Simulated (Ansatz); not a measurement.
# GaSiH4F (SMILES [F][GaH][SiH3]) at CCSD(T)/def2-SVP

Aim: the vertical singlet–triplet gap of GaSiH4F at CCSD(T)/def2-SVP, from 2 runs. 

Program for the calculation: Ansatz 0.2.0.

64 further runs of the same task are left out: 64 set aside as unsound or not needed.

### 1 The molecule

GaSiH4F: 7 atoms, total charge 0, spin state singlet. SMILES: `[F][GaH][SiH3]`. The coordinates come from a PBE0-D4/def2-TZVP relaxation.

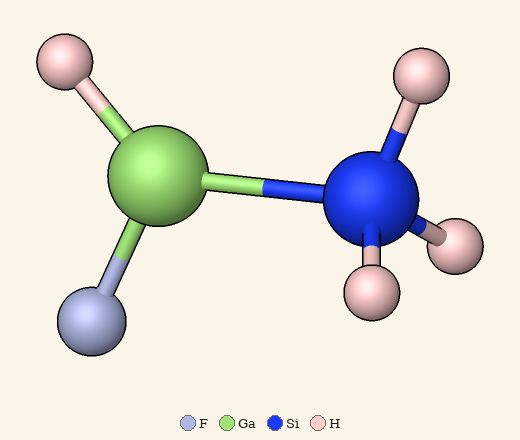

Viewed from a chosen angle; fluorine light blue, gallium green, silicon blue, hydrogen pink.

### 2 The energy at CCSD(T)/def2-SVP

run.yaml

```yaml
crystal:
  periodic: [false, false, false]
  atoms:
    - {symbol: F, position_ang: [0.231600, -2.152100, 1.342200]}
    - {symbol: Ga, position_ang: [0.019100, -0.400000, 1.279300]}
    - {symbol: Si, position_ang: [-0.029700, 0.450800, -0.970800]}
    - {symbol: H, position_ang: [-0.096900, 0.235400, 2.704700]}
    - {symbol: H, position_ang: [-1.196100, -0.125700, -1.691600]}
    - {symbol: H, position_ang: [-0.144400, 1.933400, -0.983000]}
    - {symbol: H, position_ang: [1.216400, 0.058100, -1.680800]}
basis:
  gaussian:
    orbitals: def2-SVP
correlation:
  method: ccsd_t
  frozen_orbitals: {F: 1, Ga: 9, H: 0, Si: 5}
accuracy: high
scf:
  omitted_lower_state_checks: [cluster_reference, increment]
```

The run is started by

```
$ ansatz run run.yaml --threads 1 --pin off --max-ram 3480MiB --events-out events.jsonl --progress --plain --runs-dir runs
```

The log of the run, shortened:

```text
Warning: RAYON_NUM_THREADS=1 ignored (pool sized by the plan → 1); use --threads N
Functional definition: HF
  name "HF"
[...]
1714 factors; integrals over basis functions are off by at most 6.6e-9 eV
[...]
mean field -62955.17272457 eV, -2313.5599250794 hartree, gradient 1.6e-8 eV, S^2 0.000000; 0 other end points of the search recorded, 0 dependent functions left out
15 core orbitals not correlated: weight in the atoms' cores, before any rotation towards them, 1.000 or more for the frozen orbitals, at most 0.000 for the correlated occupied ones
reference -62955.17272457 eV, -2313.5599250794 hartree; 14, 14 occupied and 55, 55 virtual orbitals, 1714 factors
second order -13.67252316 eV of doubles, -0.00000000 eV of singles
cycle   1  -13.69480855 eV  change   -2.2e-2 eV  update   1.1e-1
[...]
cycle  21  -14.29794833 eV  change    1.9e-9 eV  update   1.2e-9
perturbative correction -0.34774237 eV, -0.0127792964 hartree
Total energy: -62969.81841528 eV, -2314.0981442854 hartree
Checks for a lower state left out: cluster_reference, increment
```

Wall time 16 s (1 thread of Arm Neoverse V1, shared host); peak memory 0.4 GiB.

### 3 The triplet at the same level

input.yaml

```yaml
crystal:
  periodic: [false, false, false]
  atoms:
    - {symbol: F, position_ang: [0.231600, -2.152100, 1.342200]}
    - {symbol: Ga, position_ang: [0.019100, -0.400000, 1.279300]}
    - {symbol: Si, position_ang: [-0.029700, 0.450800, -0.970800]}
    - {symbol: H, position_ang: [-0.096900, 0.235400, 2.704700]}
    - {symbol: H, position_ang: [-1.196100, -0.125700, -1.691600]}
    - {symbol: H, position_ang: [-0.144400, 1.933400, -0.983000]}
    - {symbol: H, position_ang: [1.216400, 0.058100, -1.680800]}
basis:
  gaussian: {orbitals: def2-SVP}
magnetization: {spin_polarized: true, initial_magnetization: 2}
correlation: {method: ccsd_t, frozen_orbitals: {F: 1, Ga: 9, H: 0, Si: 5}}
accuracy: high
scf: {omitted_lower_state_checks: [cluster_reference, increment]}
```

The run is started by

```
$ ansatz run input.yaml --threads 1 --pin off --max-ram 3480MiB --events-out events.jsonl --progress --plain --runs-dir runs
```

The log of the run, shortened:

```text
Warning: RAYON_NUM_THREADS=1 ignored (pool sized by the plan → 1); use --threads N
[... 2 set-up lines as earlier in the session ...]
[...]
1714 factors; integrals over basis functions are off by at most 6.6e-9 eV
[...]
mean field -62950.86731822 eV, -2313.4017043141 hartree, gradient 2.6e-8 eV, S^2 2.007052; 1 other end points of the search recorded, 0 dependent functions left out
15 core orbitals not correlated: weight in the atoms' cores, before any rotation towards them, 1.000 or more for the frozen orbitals, at most 0.000 for the correlated occupied ones
reference -62950.86731822 eV, -2313.4017043141 hartree; 15, 13 occupied and 54, 56 virtual orbitals, 1714 factors
second order -13.43013717 eV of doubles, -0.00000000 eV of singles
cycle   1  -13.43767970 eV  change   -7.5e-3 eV  update   1.2e-1
[...]
cycle  30  -14.13690217 eV  change  -7.8e-10 eV  update   1.5e-9
perturbative correction -0.38338674 eV, -0.0140892029 hartree
Total energy: -62965.38760713 eV, -2313.9353150894 hartree
Checks for a lower state left out: cluster_reference, increment
```

Wall time 69 s (1 thread of Arm Neoverse V1, shared host); peak memory 0.71 GiB.

### 4 Summary of results

At CCSD(T)/def2-SVP, 15 core orbitals frozen:

| quantity | value |
| --- | --- |
| singlet: total energy | -2314.09814 Eh |
| singlet: correlation energy (15 core orbitals frozen) | -538.2 mEh |
| singlet: (T) correction | -12.78 mEh |
| singlet: T1 diagnostic | 0.014 |
| triplet: total energy | -2313.93532 Eh |
| triplet: correlation energy (15 core orbitals frozen) | -533.6 mEh |
| triplet: (T) correction | -14.09 mEh |
| triplet: ⟨S²⟩ of the reference determinant | 2.007 |
| triplet: T1 diagnostic | 0.025 |
| vertical energy of the triplet above the singlet | 4.431 eV |

In words: At this shape the triplet lies 4.43 eV (102 kcal/mol) above the singlet. The triples (singlet) make up 2.4 % of the correlation energy. The triples (triplet) make up 2.6 % of the correlation energy.
